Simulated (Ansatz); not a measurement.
```xyz
8

C     0.0174    1.0410   -0.2230
C     0.3430   -0.4080    0.0783
O     1.4592   -0.8743    0.1239
S    -1.1583   -1.4061    0.3636
H     0.9601    1.6116   -0.3095
H    -0.6172    1.4754    0.5755
H    -0.5498    1.1143   -1.1735
H    -0.4543   -2.5540    0.5647
```

Method: RKS PBE/def2-SVP (Ansatz 0.2.0).

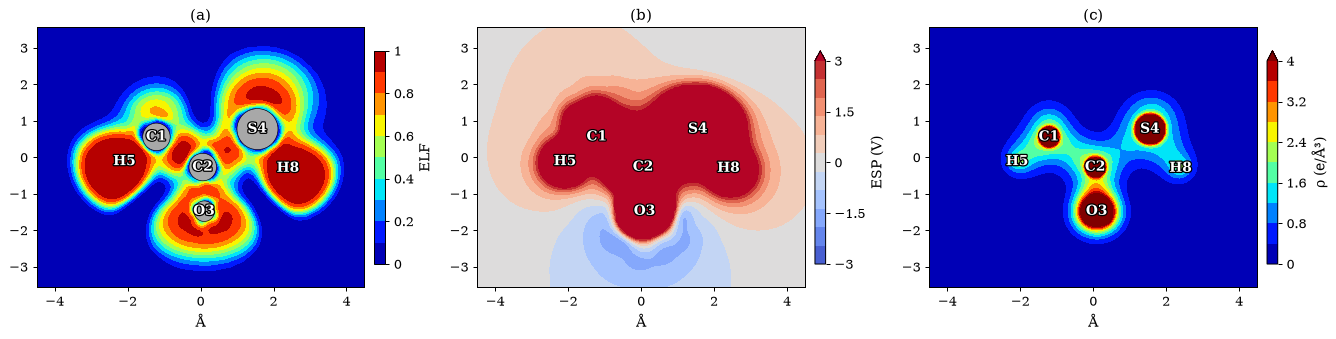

C2H4OS. (a) ELF; (b) molecular electrostatic potential; (c) electron density on the plane of atoms O3, C2 and S4. Grey discs cover the atomic cores in the ELF map.

### What does the map show?

The plane passes through C, O, S and H nuclei.
C–O (1.21 Å): ρ is about 3.3 e/Å³ halfway; the ELF peaks at about 0.85 between the atoms (a multiple bond).
C–C (1.52 Å): ρ at the midpoint is about 1.7 e/Å³; the ELF peaks at about 0.95 between the atoms: localised, covalent bonding.
C–S (1.83 Å): the density is about 1.2 e/Å³ at the midpoint; the ELF peaks at about 0.90 between the atoms: a shared electron pair.
C–H (1.11 Å): the density is about 1.9 e/Å³ at the midpoint; the ELF climbs to about 1 towards the hydrogen, as it does in any bond to H: a covalent bond by its length.
S–H (1.36 Å): the density is about 1.4 e/Å³ at the midpoint; the ELF climbs to about 1 towards the hydrogen.
The ELF also peaks beside O3 and S4, away from the bonds: lone-pair regions.
Outside the dense part of the molecule the potential is most negative (−1.8 V) near O3.
